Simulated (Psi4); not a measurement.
**SnH3OF (SMILES [OH][SnH2][F]) at wB97M-V/def2-TZVPD (density fitting, core potential, sweep point 4)**

What is the vertical electron affinity of SnH3OF at wB97M-V/def2-TZVPD (density fitting, core potential, sweep point 4)? 

The results are computed with Psi4 1.11.

4 further runs of the same task are left out: 4 set aside as unsound or not needed.

### 1 Starting point

The species is SnH3OF (6 atoms), meant as a singlet with charge 0. As SMILES, `[OH][SnH2][F]`. The coordinates come from a PBE0-D4/def2-TZVP relaxation. This is one conformer, not always the lowest.

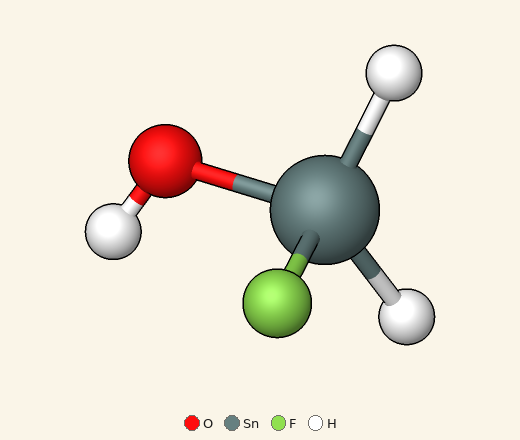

The structure, seen from a chosen angle (oxygen red, tin teal, fluorine green, hydrogen white).

### 2 A single-point energy at wB97M-V/def2-TZVPD (density fitting, core potential, sweep point 4)

Contents of calc.py:

```python
import psi4

psi4.set_memory(1600000000)
psi4.set_num_threads(1)
psi4.core.set_output_file('psi4.out', False)

molecule = psi4.geometry("""
0 1
O     -2.67282863    -0.62927880    -0.80313360
Sn     0.57126421     0.48358092     0.53611530
F      2.66281308    -2.48517883     0.57088626
H     -2.58627917    -1.29578520    -2.48820239
H      2.07132881     2.48895828    -1.47795480
H      0.03307021     1.31657219     3.57517286
units au
symmetry c1
""")

psi4.set_options({
    'puream': True,
    'scf_type': 'df',
    'dft_radial_points': 50,
    'dft_spherical_points': 194,
})

e_tot = psi4.energy('wb97m-v/def2-TZVPD', molecule=molecule)
print(f'wb97m-v/def2-TZVPD energy: {e_tot:.10f} Eh')
for k, v in sorted(psi4.core.scalar_variables().items()):
    print(f'{k:45s} {v:18.10f}')
```

Started as:

```bash
python calc.py
```

psi4.out:

```text
[...]
    !!!  WARNING: ECP capability is in beta. Please check occupations closely.  !!!
[...]
  Running in c1 symmetry.
[...]
  Nuclear repulsion =  145.590402903638193
[...]
  Multiplicity = 1
[...]
  Nalpha       = 21
  Nbeta        = 21
[...]
    Number of basis functions: 163
[...]
   @DF-RKS iter   1:  -390.90010432814904   -1.70497e+00   5.52804e-03 ADIIS/DIIS
[...]
   @DF-RKS iter   9:  -391.18665105715161   -5.91998e-08   3.31311e-07 DIIS
[...]
    Orbital Energies [Eh]
    ---------------------
    Doubly Occupied:
       1A    -24.853249     2A    -19.335633     3A     -5.287350
       4A     -3.619548     5A     -3.617757     6A     -3.616449
       7A     -1.275600     8A     -1.196392     9A     -1.178518
      10A     -1.175704    11A     -1.174722    12A     -1.161616
      13A     -1.089620    14A     -0.662132    15A     -0.573434
      16A     -0.511396    17A     -0.509010    18A     -0.493994
      19A     -0.453818    20A     -0.440626    21A     -0.420124
[...]
  @DF-RKS Final Energy:  -391.18665105715161
   => Energetics <=
    Nuclear Repulsion Energy =            145.5904029036381928
    One-Electron Energy =                -911.6968357012392516
    Two-Electron Energy =                 401.9553932167088419
    DFT Exchange-Correlation Energy =     -27.2012203594467508
    Empirical Dispersion Energy =           0.0000000000000000
    VV10 Nonlocal Energy =                  0.1656088831873787
    Total Energy =                       -391.1866510571516073
[...]
 Multipole Moments:
 ------------------------------------------------------------------------------------
     Multipole            Electronic (a.u.)      Nuclear  (a.u.)        Total (a.u.)
 ------------------------------------------------------------------------------------
 L = 1.  Multiply by 2.5417464519 to convert [e a0] to [Debye]
 Dipole X            :          5.5066747           -5.5037723            0.0029025
 Dipole Y            :         16.0417756          -15.1119238            0.9298517
 Dipole Z            :          6.1126312           -6.3430160           -0.2303848
 Magnitude           :                                                    0.9579717
[...]
```

The script printed:

```text
wb97m-v/def2-TZVPD energy: -391.1866510572 Eh
CURRENT ENERGY                                   -391.1866510572
CURRENT REFERENCE ENERGY                         -391.1866510572
DD SOLVATION ENERGY                                 0.0000000000
DFT FUNCTIONAL TOTAL ENERGY                      -391.1866510572
DFT TOTAL ENERGY                                 -391.1866510572
DFT VV10 ENERGY                                     0.1656088832
DFT XC ENERGY                                     -27.2012203594
GRID ELECTRONS ALPHA                               21.0001374127
GRID ELECTRONS BETA                                21.0001374127
GRID ELECTRONS TOTAL                               42.0002748254
NUCLEAR REPULSION ENERGY                          145.5904029036
ONE-ELECTRON ENERGY                              -911.6968357012
PCM POLARIZATION ENERGY                             0.0000000000
PE ENERGY                                           0.0000000000
SCF ITERATION ENERGY                             -391.1866510572
SCF ITERATIONS                                      9.0000000000
SCF TOTAL ENERGY                                 -391.1866510572
TWO-ELECTRON ENERGY                               401.9553932167
XC GRID RADIAL POINTS                              50.0000000000
XC GRID SPHERICAL POINTS                          194.0000000000
XC GRID TOTAL POINTS                            57137.0000000000
```

It took 54 s on 1 thread of Intel Xeon Platinum 8488C (Sapphire Rapids), shared host; peak memory 1 GiB.

### 3 The doublet anion, same level

Contents of job.py:

```python
import psi4

psi4.set_memory('1600 MB')
psi4.set_num_threads(1)
psi4.set_output_file('output.dat', False)

geom = psi4.geometry("""
-1 2
O     -2.67282863    -0.62927880    -0.80313360
Sn     0.57126421     0.48358092     0.53611530
F      2.66281308    -2.48517883     0.57088626
H     -2.58627917    -1.29578520    -2.48820239
H      2.07132881     2.48895828    -1.47795480
H      0.03307021     1.31657219     3.57517286
units bohr
symmetry c1
""")

psi4.set_options({
    'reference': 'uks',
    'puream': True,
    'scf_type': 'df',
    'dft_radial_points': 50,
    'dft_spherical_points': 194,
    'maxiter': 150,
})

result = psi4.energy("wb97m-v/def2-TZVPD", molecule=geom)
print(f'total energy {result:.8f} hartree = {result * 27.211386:.5f} eV')
for k, v in sorted(psi4.core.scalar_variables().items()):
    print(f'{k:45s} {v:18.10f}')
```

Started as:

```bash
python job.py
```

output.dat:

```text
[...]
    !!!  WARNING: ECP capability is in beta. Please check occupations closely.  !!!
[...]
  Running in c1 symmetry.
[...]
  Nuclear repulsion =  145.590402903638193
[...]
  Multiplicity = 2
[...]
  Nalpha       = 22
  Nbeta        = 21
[...]
    Number of basis functions: 163
[...]
   @DF-UKS iter   1:  -390.66346356355444   -1.46833e+00   6.60974e-03 ADIIS/DIIS
[...]
   @DF-UKS iter  20:  -391.15483421674998   -8.17413e-07   9.36049e-07 DIIS
[...]
   @S^2 Observed:                7.508250689E-01
[...]
    Orbital Energies [Eh]
    ---------------------
    Alpha Occupied:
       1A    -24.689063     2A    -19.139533     3A     -5.104790
       4A     -3.437578     5A     -3.434356     6A     -3.434056
       7A     -1.110349     8A     -1.011491     9A     -0.996559
      10A     -0.992949    11A     -0.992472    12A     -0.983062
      13A     -0.898368    14A     -0.485687    15A     -0.390374
      16A     -0.347653    17A     -0.346476    18A     -0.327845
      19A     -0.282997    20A     -0.259726    21A     -0.234342
      22A      0.031741
    Alpha Virtual:
      23A      0.158058    24A      0.168593    25A      0.189956
[...]
  @DF-UKS Final Energy:  -391.15483421674998
   => Energetics <=
    Nuclear Repulsion Energy =            145.5904029036381928
    One-Electron Energy =                -919.1836646075776116
    Two-Electron Energy =                 409.5189583745554955
    DFT Exchange-Correlation Energy =     -27.2476253511878603
    Empirical Dispersion Energy =           0.0000000000000000
    VV10 Nonlocal Energy =                  0.1670944638218483
    Total Energy =                       -391.1548342167499754
[...]
 Multipole Moments:
 ------------------------------------------------------------------------------------
     Multipole            Electronic (a.u.)      Nuclear  (a.u.)        Total (a.u.)
 ------------------------------------------------------------------------------------
 L = 1.  Multiply by 2.5417464519 to convert [e a0] to [Debye]
 Dipole X            :          7.2672988           -5.5037723            1.7635266
 Dipole Y            :         16.4023919          -15.1119238            1.2904680
 Dipole Z            :          7.8167454           -6.3430160            1.4737294
 Magnitude           :                                                    2.6357565
[...]
```

On the terminal:

```text
total energy -391.15483422 hartree = -10643.86518 eV
CURRENT ENERGY                                   -391.1548342167
CURRENT REFERENCE ENERGY                         -391.1548342167
DD SOLVATION ENERGY                                 0.0000000000
DFT FUNCTIONAL TOTAL ENERGY                      -391.1548342167
DFT TOTAL ENERGY                                 -391.1548342167
DFT VV10 ENERGY                                     0.1670944638
DFT XC ENERGY                                     -27.2476253512
GRID ELECTRONS ALPHA                               22.0002272757
GRID ELECTRONS BETA                                21.0001405138
GRID ELECTRONS TOTAL                               43.0003677895
NUCLEAR REPULSION ENERGY                          145.5904029036
ONE-ELECTRON ENERGY                              -919.1836646076
PCM POLARIZATION ENERGY                             0.0000000000
PE ENERGY                                           0.0000000000
SCF ITERATION ENERGY                             -391.1548342167
SCF ITERATIONS                                     20.0000000000
SCF TOTAL ENERGY                                 -391.1548342167
TWO-ELECTRON ENERGY                               409.5189583746
XC GRID RADIAL POINTS                              50.0000000000
XC GRID SPHERICAL POINTS                          194.0000000000
XC GRID TOTAL POINTS                            57137.0000000000
```

Wall time 1.9 min (1 thread of Intel Xeon Platinum 8488C (Sapphire Rapids), shared host); peak memory 1 GiB.

### 4 What came out

Level: wB97M-V/def2-TZVPD (density fitting, core potential, sweep point 4).

| quantity | value |
| --- | --- |
| singlet SnH3OF: total energy | -391.18665 Eh |
| singlet SnH3OF: dipole moment | 2.43 D |
| singlet SnH3OF: HOMO energy | -11.43 eV |
| singlet SnH3OF: LUMO energy | 0.54 eV |
| singlet SnH3OF: HOMO–LUMO gap | 11.97 eV |
| doublet anion: total energy | -391.15483 Eh |
| doublet anion: HOMO energy (highest over α and β) | 0.86 eV |
| doublet anion: LUMO energy (lowest over α and β) | 4.25 eV |
| doublet anion: ⟨S²⟩ | 0.751 |
| vertical electron affinity (to the doublet anion) | -0.866 eV |

What this shows: The anion lies 0.87 eV (20.0 kcal/mol) above the neutral: the electron isn't bound at this level, and such a value depends on the basis. The HOMO (doublet anion) lies at positive energy, 0.86 eV; only total energies tell whether the electron is bound.
